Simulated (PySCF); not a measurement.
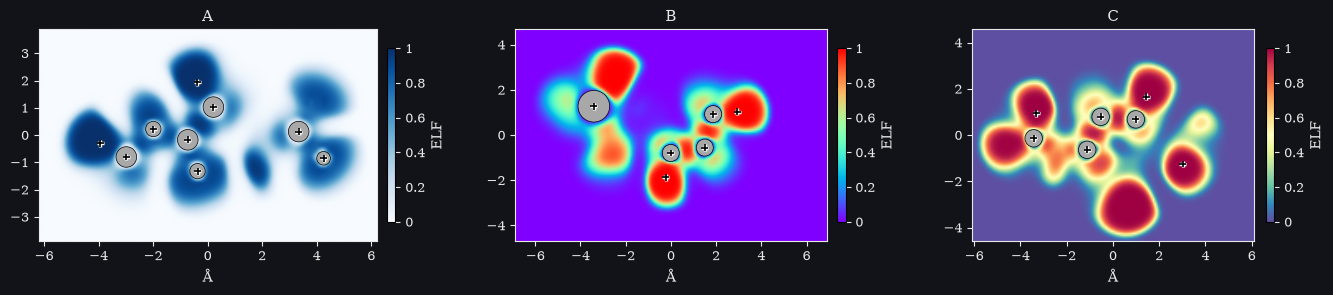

The electron localisation function of 3 systems, each on a plane through atoms (crosses mark nuclei in the plane; grey discs cover the cores).

Theory: PBE0/6-31G*, SCF density, gas phase, non-relativistic (PySCF 2.14.0).

System 1: C6H14OSi (SMILES CO[C@H]1CC[C@H](C)[SiH2]1), the plane of atoms C3, C4 and C5. Geometry: GFN2-xTB.

```yaml
atoms:
  - { symbol: C, position_ang: [3.3650, 0.1259, -0.2231] }
  - { symbol: O, position_ang: [2.2674, -0.4820, 0.4073] }
  - { symbol: C, position_ang: [1.0608, 0.2585, 0.3288] }
  - { symbol: C, position_ang: [0.4483, 0.3077, -1.0807] }
  - { symbol: C, position_ang: [-1.0580, 0.5006, -0.9369] }
  - { symbol: C, position_ang: [-1.5980, -0.5533, 0.0397] }
  - { symbol: C, position_ang: [-3.0136, -0.2313, 0.5027] }
  - { symbol: Si, position_ang: [-0.2571, -0.6273, 1.4056] }
  - { symbol: H, position_ang: [3.5268, 1.1420, 0.1603] }
  - { symbol: H, position_ang: [4.2349, -0.4883, 0.0045] }
  - { symbol: H, position_ang: [3.2358, 0.1774, -1.3104] }
  - { symbol: H, position_ang: [1.2532, 1.2873, 0.6735] }
  - { symbol: H, position_ang: [0.6486, -0.6495, -1.5684] }
  - { symbol: H, position_ang: [0.8853, 1.1012, -1.6915] }
  - { symbol: H, position_ang: [-1.2539, 1.4976, -0.5335] }
  - { symbol: H, position_ang: [-1.5523, 0.4324, -1.9088] }
  - { symbol: H, position_ang: [-1.6288, -1.5135, -0.4865] }
  - { symbol: H, position_ang: [-3.0369, 0.7143, 1.0397] }
  - { symbol: H, position_ang: [-3.3825, -1.0086, 1.1676] }
  - { symbol: H, position_ang: [-3.6914, -0.1567, -0.3471] }
  - { symbol: H, position_ang: [-0.6202, 0.1633, 2.5866] }
  - { symbol: H, position_ang: [0.1562, -1.9783, 1.7698] }
```

System 2: C5H14O2S2Si (SMILES CC[C@H](CS[SiH3])S(C)(=O)=O), the plane of atoms C1, C2 and C3. Geometry: GFN2-xTB.

```yaml
atoms:
  - { symbol: C, position_ang: [-0.8933, -2.2221, -1.2973] }
  - { symbol: C, position_ang: [-1.1035, -0.7995, -1.8030] }
  - { symbol: C, position_ang: [-0.3212, 0.2378, -1.0081] }
  - { symbol: C, position_ang: [1.1649, -0.0201, -0.9182] }
  - { symbol: S, position_ang: [2.0281, 1.2985, 0.0006] }
  - { symbol: Si, position_ang: [2.3255, 0.4200, 1.9674] }
  - { symbol: S, position_ang: [-0.9840, 0.2997, 0.7103] }
  - { symbol: C, position_ang: [-1.0597, 2.0591, 1.1560] }
  - { symbol: O, position_ang: [-2.3305, -0.1984, 0.7378] }
  - { symbol: O, position_ang: [-0.0517, -0.3652, 1.5982] }
  - { symbol: H, position_ang: [0.1200, -2.5667, -1.4891] }
  - { symbol: H, position_ang: [-1.0892, -2.2670, -0.2291] }
  - { symbol: H, position_ang: [-1.5813, -2.8965, -1.8010] }
  - { symbol: H, position_ang: [-0.8193, -0.7303, -2.8564] }
  - { symbol: H, position_ang: [-2.1624, -0.5496, -1.7158] }
  - { symbol: H, position_ang: [-0.5060, 1.2391, -1.4009] }
  - { symbol: H, position_ang: [1.3603, -0.9617, -0.4118] }
  - { symbol: H, position_ang: [1.6091, -0.0392, -1.9146] }
  - { symbol: H, position_ang: [2.3613, -1.0184, 1.7976] }
  - { symbol: H, position_ang: [3.6944, 0.8830, 2.2186] }
  - { symbol: H, position_ang: [1.4738, 1.0803, 2.9395] }
  - { symbol: H, position_ang: [-1.8332, 2.5116, 0.5490] }
  - { symbol: H, position_ang: [-1.3218, 2.1155, 2.2054] }
  - { symbol: H, position_ang: [-0.0920, 2.5100, 0.9724] }
```

System 3: C6H7F3O3 (SMILES COC(=O)CC(=O)CC(F)(F)F), the plane of atoms O4, C3 and C5. Geometry: GFN2-xTB.

```yaml
atoms:
  - { symbol: C, position_ang: [2.5281, -0.5352, -2.4864] }
  - { symbol: O, position_ang: [1.8073, 0.4032, -1.6927] }
  - { symbol: C, position_ang: [0.7518, -0.0582, -1.0398] }
  - { symbol: O, position_ang: [0.3742, -1.1999, -1.0700] }
  - { symbol: C, position_ang: [0.0849, 1.0560, -0.2422] }
  - { symbol: C, position_ang: [-0.0394, 0.6477, 1.2104] }
  - { symbol: O, position_ang: [0.6076, 1.1495, 2.0844] }
  - { symbol: C, position_ang: [-1.0163, -0.4950, 1.4701] }
  - { symbol: C, position_ang: [-2.4605, -0.0307, 1.4747] }
  - { symbol: F, position_ang: [-3.2944, -1.0340, 1.7786] }
  - { symbol: F, position_ang: [-2.8635, 0.4465, 0.2851] }
  - { symbol: F, position_ang: [-2.6899, 0.9420, 2.3647] }
  - { symbol: H, position_ang: [2.8179, -1.3967, -1.8826] }
  - { symbol: H, position_ang: [3.4054, -0.0098, -2.8533] }
  - { symbol: H, position_ang: [1.9104, -0.8777, -3.3184] }
  - { symbol: H, position_ang: [0.6873, 1.9603, -0.3239] }
  - { symbol: H, position_ang: [-0.9049, 1.2192, -0.6708] }
  - { symbol: H, position_ang: [-0.8129, -0.9256, 2.4531] }
  - { symbol: H, position_ang: [-0.9029, -1.2522, 0.6876] }
```

> Which map belongs to which system?

Panel A is system 3, C6H7F3O3: the plane holds C, O, F and H. C–O (1.20 Å): the ELF peaks at about 0.85 between the atoms (a short, multiple covalent bond). Panel B is system 2, C5H14O2S2Si: the plane holds C, Si and H. C–C (1.52 Å): the ELF peaks at about 0.95 between the atoms; localised, covalent bonding. Panel C is system 1, C6H14OSi: the plane holds C and H. C–C (1.54 Å): the ELF peaks at about 0.95 between the atoms (localised, covalent bonding).
